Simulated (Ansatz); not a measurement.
BaTiO3 (cubic perovskite)

```yaml
crystal:
  lattice:
    - [4.01946, 0.00000, 0.00000]
    - [0.00000, 4.01946, 0.00000]
    - [0.00000, 0.00000, 4.01946]
  atoms:
    - { symbol: Ba, position: [0.00000, 0.00000, 0.00000] }
    - { symbol: Ti, position: [0.50000, 0.50000, 0.50000] }
    - { symbol: O, position: [0.00000, 0.50000, 0.50000] }
    - { symbol: O, position: [0.50000, 0.50000, 0.00000] }
    - { symbol: O, position: [0.50000, 0.00000, 0.50000] }
```

In each cell atom 5 (O, nearest neighbour Ti at 2.010 Å; its periodic images, 4.0 Å or more away, move with it) moves by s·(0.000, 1.000, 0.000) (towards the nearest neighbour), the rest being held.

All values below come from PBE (plane waves to 420 eV, PAW, scalar-relativistic; Ansatz, a program for electronic structure). k mesh 7×7×7 (Γ-centred), Fermi-Dirac smearing 0.05 eV. Energies are smeared free energies. BaTiO3 is run without spin polarisation. BaTiO3 was relaxed with its symmetry unable to fall. The PAW data are Ansatz's earlier set. This is a high-temperature form of BaTiO3. ΔE is measured from the undisplaced structure.

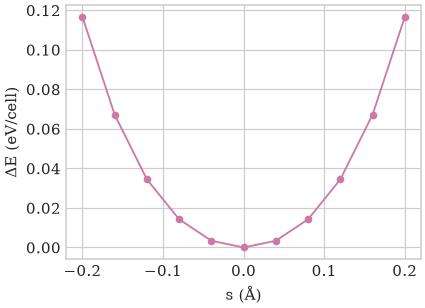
Figure. ΔE (eV/cell) against s (Å); one marker a computed point.

The force constant k = d²E/ds² at s = 0 (finite differences) is 4.18 eV/Å² and the force along the line at s = -0.200 Å is 1.49 eV/Å. The energy at s = 0.200 Å comes out as 116.6 meV/cell. Symmetry of the curve: even: the same for both signs. Harmonic estimate at the end of the scan: ½ks² = 83.7 meV/cell against the computed 116.6 meV/cell, so the well is stiffer than harmonic there.

With its periodic images moving along, the atom's site symmetry in this cell is 4/mmm.

(A displaced cell: forces are minus the slopes of the energy, force constants its curvatures, and phonons follow from these.)
